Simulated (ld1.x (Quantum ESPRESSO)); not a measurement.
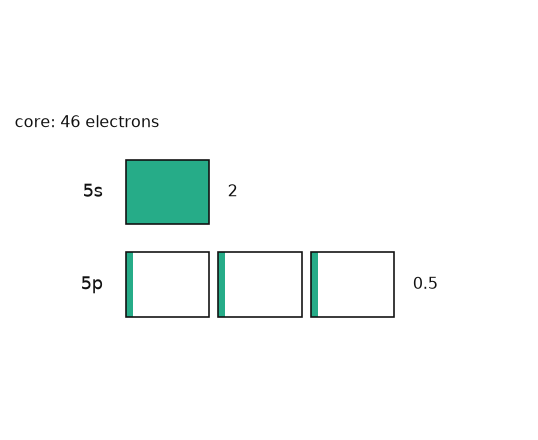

The valence shells of the reference configuration: a box for each of the 2l + 1 orbitals, shaded by the share of the shell that is filled, with the electron count at the right.

Run report: In, pseudopotential generation (part 1 of 2)

- system: indium (In, Z = 49), core [Kr] 4d10, reference valence 5s2 5p0.5 (an ion of charge +0.5), valence charge 3.
- method: TM potential, PBE, scalar-relativistic, made with ld1.x (Quantum ESPRESSO) 7.5

### Input
```
 &input
   title='In', zed=49., rel=1, dft='PBE', iswitch=3,
   config='[Kr] 4d10 5s2 5p0.5 5d-2',
   nld=3, rlderiv=3.15, eminld=-3.0, emaxld=5.0, deld=0.02
 /
 &inputp
   pseudotype=2, tm=.true., lloc=-1, rcloc=1.80,
   nlcc=.true., rcore=1.40,
   file_pseudopw='In.UPF', file_wfcaegen='ae.wfc', file_wfcncgen='nc.wfc', file_beta='beta', file_chi='chi'
 /
3
5S  1  0   2.00   0.00  1.90  1.90  0.0
5P  2  1   0.50   0.00  2.90  2.90  0.0
5D  3  2  -2.00   0.35  2.65  2.65  0.0
 &test
   configts(1)='5s2 5p0.5'
 /
```

### Input of the test run
```
 &input
   title='In', zed=49., rel=1, dft='PBE', iswitch=2,
   config='[Kr] 4d10 5s2 5p0.5 5d-2'
 /
 &test
   file_pseudo='In.UPF', nconf=8,
   configts(1)='5s2 5p0.5',
   configts(2)='5s2 5p1',
   configts(3)='5s2 5p0',
   configts(4)='5s1 5p0',
   configts(5)='5s0 5p3',
   configts(6)='5s2 5p1.3',
   configts(7)='5s1 5p2',
   configts(8)='5s1 5p1'
 /
```

Hardware: 1 CPU thread, shared host.

Run as:
```bash
ld1.x < In.in > In.out
```

### Output
```
     Program LD1 v.7.5
     --------------------------- All-electron run ----------------------------

     In
     scalar relativistic calculation

     atomic number is 49.00
     dft =PBE   lsd =0 sic =0 latt =0  beta=0.20 tr2=1.0E-14
     Exchange-correlation= PBE
                           (   1   4   3   4   0   0   0)
     mesh =1241 r(mesh) = 100.30140 a.u. xmin = -7.00 dx = 0.01250
     1 Ry =  13.60569312 eV, c = 137.03599908

     n l     nl                  e(Ry)          e(Ha)          e(eV)
     1 0     1S 1( 2.00)     -2040.1676     -1020.0838    -27757.8940
     2 0     2S 1( 2.00)      -305.6903      -152.8451     -4159.1282
     2 1     2P 1( 6.00)      -274.3941      -137.1971     -3733.3225
     3 0     3S 1( 2.00)       -58.2151       -29.1076      -792.0570
     3 1     3P 1( 6.00)       -47.9670       -23.9835      -652.6242
     4 0     4S 1( 2.00)        -9.0513        -4.5257      -123.1493
     4 1     4P 1( 6.00)        -5.9991        -2.9996       -81.6221
     3 2     3D 1(10.00)       -32.0602       -16.0301      -436.2006
     4 2     4D 1(10.00)        -1.6251        -0.8125       -22.1105
     5 0     5S 1( 2.00)        -0.8374        -0.4187       -11.3936
     5 1     5P 1( 0.50)        -0.3902        -0.1951        -5.3096

     final scf error:  6.7E-15 reached in  27 iterations

     Etot =  -11763.135469 Ry,   -5881.567734 Ha, -160045.611355 eV

     Ekin =   12260.974748 Ry,    6130.487374 Ha,  166819.059813 eV
     Encl =  -28430.443873 Ry,  -14215.221937 Ha, -386815.894692 eV
     Eh   =    4725.173354 Ry,    2362.586677 Ha,   64289.258606 eV
     Exc  =    -318.839698 Ry,    -159.419849 Ha,   -4338.035083 eV

     normalization and overlap integrals

     s(1S/1S) =  1.000000  <r> =   0.0297  <r2> =    0.0012  r(max) =   0.0192
     s(2S/2S) =  1.000000  <r> =   0.1285  <r2> =    0.0195  r(max) =   0.1090
     s(2P/2P) =  1.000000  <r> =   0.1122  <r2> =    0.0154  r(max) =   0.0870
     s(3S/3S) =  1.000000  <r> =   0.3486  <r2> =    0.1390  r(max) =   0.3153
     s(3P/3P) =  1.000000  <r> =   0.3471  <r2> =    0.1399  r(max) =   0.3075
     s(4S/4S) =  1.000000  <r> =   0.8480  <r2> =    0.8143  r(max) =   0.7658
     s(4P/4P) =  1.000000  <r> =   0.9219  <r2> =    0.9726  r(max) =   0.8152
     s(3D/3D) =  1.000000  <r> =   0.3243  <r2> =    0.1250  r(max) =   0.2581
     s(4D/4D) =  1.000000  <r> =   1.1811  <r2> =    1.6756  r(max) =   0.9354
     s(5S/5S) =  1.000000  <r> =   2.5468  <r2> =    7.4150  r(max) =   2.1344
     s(5P/5P) =  1.000000  <r> =   3.4228  <r2> =   13.6286  r(max) =   2.7406

     ------------------------ End of All-electron run ------------------------

     --------------------- Generating NC pseudopotential ---------------------

      Generating local potential from pseudized AE potential:
      Matching radius rcloc =   1.8000

      Local pseudo, rcloc= 1.792 Estimated cut-off energy=     7.67 Ry

      Computing core charge for nlcc:

       r > 1.41 : true rho core
       r < 1.41 : rho core = a sin(br)/r    a=  10.91  b=   1.84

      Integrated core pseudo-charge :  12.10

      Wfc   5S  rcut= 1.884  Using Troullier-Martins method

      Wfc   5P  rcut= 2.881  Using Troullier-Martins method

      Wfc   5D  rcut= 2.673  Using Troullier-Martins method

     ------------------- End of pseudopotential generation -------------------

     --------------------------- All-electron run ----------------------------

     In
     scalar relativistic calculation

     atomic number is 49.00
     dft =PBE   lsd =0 sic =0 latt =0  beta=0.20 tr2=1.0E-14
     Exchange-correlation= PBE
                           (   1   4   3   4   0   0   0)
     mesh =1241 r(mesh) = 100.30140 a.u. xmin = -7.00 dx = 0.01250
     1 Ry =  13.60569312 eV, c = 137.03599908

     n l     nl                  e(Ry)          e(Ha)          e(eV)
     1 0     1S 1( 2.00)     -2040.1676     -1020.0838    -27757.8940
     2 0     2S 1( 2.00)      -305.6903      -152.8451     -4159.1282
     2 1     2P 1( 6.00)      -274.3941      -137.1971     -3733.3225
     3 0     3S 1( 2.00)       -58.2151       -29.1076      -792.0570
     3 1     3P 1( 6.00)       -47.9670       -23.9835      -652.6242
     4 0     4S 1( 2.00)        -9.0513        -4.5257      -123.1493
     4 1     4P 1( 6.00)        -5.9991        -2.9996       -81.6221
     3 2     3D 1(10.00)       -32.0602       -16.0301      -436.2006
     4 2     4D 1(10.00)        -1.6251        -0.8125       -22.1105
     5 0     5S 1( 2.00)        -0.8374        -0.4187       -11.3936
     5 1     5P 1( 0.50)        -0.3902        -0.1951        -5.3096

     final scf error:  6.7E-15 reached in  27 iterations

     Etot =  -11763.135469 Ry,   -5881.567734 Ha, -160045.611355 eV

     Ekin =   12260.974748 Ry,    6130.487374 Ha,  166819.059813 eV
     Encl =  -28430.443873 Ry,  -14215.221937 Ha, -386815.894692 eV
     Eh   =    4725.173354 Ry,    2362.586677 Ha,   64289.258606 eV
     Exc  =    -318.839698 Ry,    -159.419849 Ha,   -4338.035083 eV

     normalization and overlap integrals

     s(1S/1S) =  1.000000  <r> =   0.0297  <r2> =    0.0012  r(max) =   0.0192
     s(2S/2S) =  1.000000  <r> =   0.1285  <r2> =    0.0195  r(max) =   0.1090
     s(2P/2P) =  1.000000  <r> =   0.1122  <r2> =    0.0154  r(max) =   0.0870
     s(3S/3S) =  1.000000  <r> =   0.3486  <r2> =    0.1390  r(max) =   0.3153
     s(3P/3P) =  1.000000  <r> =   0.3471  <r2> =    0.1399  r(max) =   0.3075
     s(4S/4S) =  1.000000  <r> =   0.8480  <r2> =    0.8143  r(max) =   0.7658
     s(4P/4P) =  1.000000  <r> =   0.9219  <r2> =    0.9726  r(max) =   0.8152
     s(3D/3D) =  1.000000  <r> =   0.3243  <r2> =    0.1250  r(max) =   0.2581
     s(4D/4D) =  1.000000  <r> =   1.1811  <r2> =    1.6756  r(max) =   0.9354
     s(5S/5S) =  1.000000  <r> =   2.5468  <r2> =    7.4150  r(max) =   2.1344
     s(5P/5P) =  1.000000  <r> =   3.4228  <r2> =   13.6286  r(max) =   2.7406

     ------------------------ End of All-electron run ------------------------

     Computing logarithmic derivative in   3.16435
     Computing logarithmic derivative in   3.16435
     Computing the partial wave expansion
     R is outside the sphere for l=    0 j= 0.00
     R is outside the sphere for l=    1 j= 0.00
     R is outside the sphere for l=    2 j= 0.00

     ---------------------- Testing the pseudopotential ----------------------

     In
     scalar relativistic calculation

     atomic number is 49.00   valence charge is  3.00
     dft =PBE   lsd =0 sic =0 latt =0  beta=0.20 tr2=1.0E-14
     mesh =1241 r(mesh) = 100.30140 xmin = -7.00 dx = 0.01250

     n l     nl             e AE (Ry)        e PS (Ry)    De AE-PS (Ry)
     1 0     5S   1( 2.00)       -0.83741       -0.83742        0.00000
     2 1     5P   1( 0.50)       -0.39025       -0.39025        0.00000

     eps = 1.7E-17  iter =  4

     Etot =  -11763.135469 Ry,   -5881.567734 Ha, -160045.611355 eV
     Etotps =   -20.228879 Ry,     -10.114439 Ha,    -275.227917 eV

     Ekin =       1.093378 Ry,       0.546689 Ha,      14.876160 eV
     Encl =      -6.739082 Ry,      -3.369541 Ha,     -91.689880 eV
     Ehrt =       2.077103 Ry,       1.038552 Ha,      28.260433 eV
     Ecxc =     -18.004293 Ry,      -9.002146 Ha,    -244.960885 eV
     (Ecc =     -16.429693 Ry,      -8.214847 Ha,    -223.537366 eV)
     Epseu=       1.344015 Ry,       0.672007 Ha,      18.286255 eV

     ---------------------- End of pseudopotential test ----------------------
```

### Output of the test run (extracts)
```
     ---------------------- Testing the pseudopotential ----------------------

     In
     scalar relativistic calculation

     atomic number is 49.00   valence charge is  3.00
     dft =PBE   lsd =0 sic =0 latt =0  beta=0.20 tr2=1.0E-14
     mesh =1241 r(mesh) = 100.30140 xmin = -7.00 dx = 0.01250

     n l     nl             e AE (Ry)        e PS (Ry)    De AE-PS (Ry)
     1 0     5S   1( 2.00)       -0.83741       -0.83742        0.00000
     2 1     5P   1( 0.50)       -0.39025       -0.39025        0.00000

     eps = 2.9E-16  iter =  3

     Etot =  -11763.135469 Ry,   -5881.567734 Ha, -160045.611355 eV
     Etotps =   -20.228879 Ry,     -10.114439 Ha,    -275.227916 eV

     Ekin =       1.093378 Ry,       0.546689 Ha,      14.876161 eV
     Encl =      -6.739082 Ry,      -3.369541 Ha,     -91.689880 eV
     Ehrt =       2.077103 Ry,       1.038552 Ha,      28.260433 eV
     Ecxc =     -18.004293 Ry,      -9.002146 Ha,    -244.960885 eV
     (Ecc =     -16.429693 Ry,      -8.214847 Ha,    -223.537366 eV)
     Epseu=       1.344015 Ry,       0.672007 Ha,      18.286256 eV

     ---------------------- End of pseudopotential test ----------------------

     ---------------------- Testing the pseudopotential ----------------------

     In
     scalar relativistic calculation

     atomic number is 49.00   valence charge is  3.00
     dft =PBE   lsd =0 sic =0 latt =0  beta=0.20 tr2=1.0E-14
     mesh =1241 r(mesh) = 100.30140 xmin = -7.00 dx = 0.01250

     n l     nl             e AE (Ry)        e PS (Ry)    De AE-PS (Ry)
     1 0     5S   1( 2.00)       -0.60349       -0.60225       -0.00125
     2 1     5P   1( 1.00)       -0.18511       -0.18468       -0.00043

     eps = 1.5E-15  iter =  7

     Etot =  -11763.278081 Ry,   -5881.639040 Ha, -160047.551690 eV
     Etotps =   -20.371371 Ry,     -10.185685 Ha,    -277.166616 eV
     dEtot_ae =      -0.142612 Ry
     dEtot_ps =      -0.142492 Ry,   Delta E=      -0.000120 Ry

     Ekin =       1.217609 Ry,       0.608805 Ha,      16.566418 eV
     Encl =      -7.532384 Ry,      -3.766192 Ha,    -102.483307 eV
     Ehrt =       2.744455 Ry,       1.372227 Ha,      37.340212 eV
     Ecxc =     -18.170165 Ry,      -9.085082 Ha,    -247.217688 eV
     (Ecc =     -16.429693 Ry,      -8.214847 Ha,    -223.537366 eV)
     Epseu=       1.369114 Ry,       0.684557 Ha,      18.627750 eV

     ---------------------- End of pseudopotential test ----------------------

     ---------------------- Testing the pseudopotential ----------------------

     In
     scalar relativistic calculation

     atomic number is 49.00   valence charge is  3.00
     dft =PBE   lsd =0 sic =0 latt =0  beta=0.20 tr2=1.0E-14
     mesh =1241 r(mesh) = 100.30140 xmin = -7.00 dx = 0.01250

     n l     nl             e AE (Ry)        e PS (Ry)    De AE-PS (Ry)
     1 0     5S   1( 2.00)       -1.09694       -1.10044        0.00350
     2 1     5P   1( 0.00)       -0.61969       -0.62186        0.00217

     eps = 6.5E-15  iter =  6

     Etot =  -11762.883901 Ry,   -5881.441951 Ha, -160042.188603 eV
     Etotps =   -19.976802 Ry,      -9.988401 Ha,    -271.798232 eV
     dEtot_ae =       0.251568 Ry
     dEtot_ps =       0.252077 Ry,   Delta E=      -0.000509 Ry

     Ekin =       0.910209 Ry,       0.455104 Ha,      12.384023 eV
     Encl =      -5.805892 Ry,      -2.902946 Ha,     -78.993186 eV
     Ehrt =       1.450125 Ry,       0.725062 Ha,      19.729952 eV
     Ecxc =     -17.806424 Ry,      -8.903212 Ha,    -242.268740 eV
     (Ecc =     -16.429693 Ry,      -8.214847 Ha,    -223.537366 eV)
     Epseu=       1.275181 Ry,       0.637590 Ha,      17.349719 eV

     ---------------------- End of pseudopotential test ----------------------

     ---------------------- Testing the pseudopotential ----------------------

     In
     scalar relativistic calculation

     atomic number is 49.00   valence charge is  3.00
     dft =PBE   lsd =0 sic =0 latt =0  beta=0.20 tr2=1.0E-14
     mesh =1241 r(mesh) = 100.30140 xmin = -7.00 dx = 0.01250

     n l     nl             e AE (Ry)        e PS (Ry)    De AE-PS (Ry)
     1 0     5S   1( 1.00)       -1.73982       -1.76409        0.02427  !
     2 1     5P   1( 0.00)       -1.19185       -1.21070        0.01886  !

     eps = 1.9E-15  iter =  5

     Etot =  -11761.470178 Ry,   -5880.735089 Ha, -160022.953921 eV
     Etotps =   -18.549718 Ry,      -9.274859 Ha,    -252.381771 eV
     dEtot_ae =       1.665291 Ry
     dEtot_ps =       1.679161 Ry,   Delta E=      -0.013870 Ry

     Ekin =       0.553817 Ry,       0.276908 Ha,       7.535060 eV
     Encl =      -3.050132 Ry,      -1.525066 Ha,     -41.499162 eV
     Ehrt =       0.384634 Ry,       0.192317 Ha,       5.233217 eV
     Ecxc =     -17.145735 Ry,      -8.572867 Ha,    -233.279603 eV
     (Ecc =     -16.429693 Ry,      -8.214847 Ha,    -223.537366 eV)
     Epseu=       0.707698 Ry,       0.353849 Ha,       9.628718 eV

     ---------------------- End of pseudopotential test ----------------------

     ---------------------- Testing the pseudopotential ----------------------

     In
     scalar relativistic calculation

     atomic number is 49.00   valence charge is  3.00
     dft =PBE   lsd =0 sic =0 latt =0  beta=0.20 tr2=1.0E-14
     mesh =1241 r(mesh) = 100.30140 xmin = -7.00 dx = 0.01250

     n l     nl             e AE (Ry)        e PS (Ry)    De AE-PS (Ry)
     1 0     5S   1( 0.00)       -0.73951       -0.74492        0.00542  !
     2 1     5P   1( 3.00)       -0.28182       -0.28289        0.00107

     eps = 2.4E-15  iter =  7

     Etot =  -11762.399986 Ry,   -5881.199993 Ha, -160035.604596 eV
     Etotps =   -19.488904 Ry,      -9.744452 Ha,    -265.160041 eV
     dEtot_ae =       0.735483 Ry
     dEtot_ps =       0.739975 Ry,   Delta E=      -0.004492 Ry

     Ekin =       1.530654 Ry,       0.765327 Ha,      20.825609 eV
     Encl =      -6.450920 Ry,      -3.225460 Ha,     -87.769234 eV
     Ehrt =       2.412756 Ry,       1.206378 Ha,      32.827224 eV
     Ecxc =     -17.839666 Ry,      -8.919833 Ha,    -242.721016 eV
     (Ecc =     -16.429693 Ry,      -8.214847 Ha,    -223.537366 eV)
     Epseu=       0.858271 Ry,       0.429136 Ha,      11.677376 eV

     ---------------------- End of pseudopotential test ----------------------
```

(Continued in part 2.) Outcome of the run: generated, with a ghost state.
